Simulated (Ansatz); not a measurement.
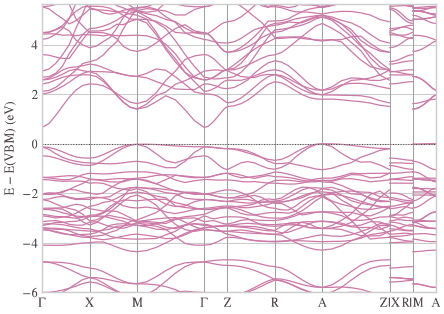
Band structure from plane-wave PAW r²SCAN (Ansatz code)

### Question
Read off the gap and where the band edges lie.

### Answer
About 0.7 eV (0.66 eV by a search for the band edges); maximum at A, minimum at Γ.

### Question
Pick the material that matches.
A) LaN, P4/nmm (La on 2c, N on 2a)
B) MgSe, P4_2/mmc (Mg on 2c, Se on 2e)
C) SnO2, rutile
D) In5AgSe8, P-42m (Pearson symbol tP14)

### Answer
D, In5AgSe8, P-42m (Pearson symbol tP14)

The first step of the workflow began from a Materials Project structure, measured or hypothetical; the Crystallography Open Database files this formula in space group No. 111, but the cells were not matched. Whether it is the stable phase at ambient conditions was not checked. The cell was relaxed with r²SCAN under the symmetry of its start; whether a distortion lowers the energy is not shown. The run is not spin-polarised. Scalar-relativistic: spin–orbit coupling is off unless named, which matters more the heavier the elements.

Potentials: the later of the program's two PAW sets.
